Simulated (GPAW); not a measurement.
The B K edge of atom 5 in YCo3B2 (P6/mmm), with 6 Co at 2.10 Å (distorted trigonal prismatic, site symmetry -6m2), was computed in 2 ways: excited-electron core hole (neutral cell) and no core hole. Program and functional: GPAW, LDA, Gaussian full width 0.9 eV up to 4 eV, rising linearly to 3.5 eV at 25 eV; cells of 6 and 18 atoms (the run without a hole in the smaller).

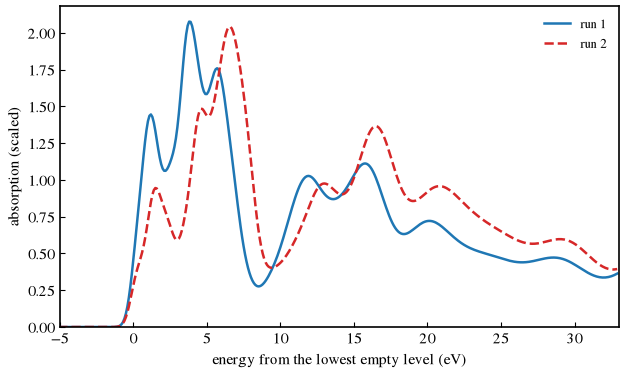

Each run is counted from its own lowest empty level or Fermi level and scaled to a mean of 1 over its first 20 eV.

Question: Which run is which?

Run 1: excited-electron core hole (neutral cell) (area from −2 to 6 eV 8.8, main maxima 1.2 eV (1.45), 3.8 eV (2.08), 5.7 eV (1.76) and 15.8 eV (1.11)). Run 2: no core hole (area from −2 to 6 eV 5.9, main maxima 1.5 eV (0.95), 4.6 eV (1.48), 6.6 eV (2.04), 13.0 eV (0.98) and 16.5 eV (1.37)). With each curve scaled to its own mean, the area from −2 to 6 eV with the hole is 8.8 against 5.9, and the centre of weight from −1 to 20 eV moves by -1.2 eV: the hole pulls the absorber's empty states down.

[Hosts, paths, dates, database ids (printed as entryN), source tags and the programs' standing remarks are cut or masked in the printed files.]

[Lists of maxima count a maximum above −3 eV only where it reaches 4 % of the highest in the window and stands out from its surroundings by 2 % of it (1.5 % where it reaches 55 %); shoulders and weaker maxima are passed over, and of the rest the first, up to two pre-edge ones and the few strongest are named.]
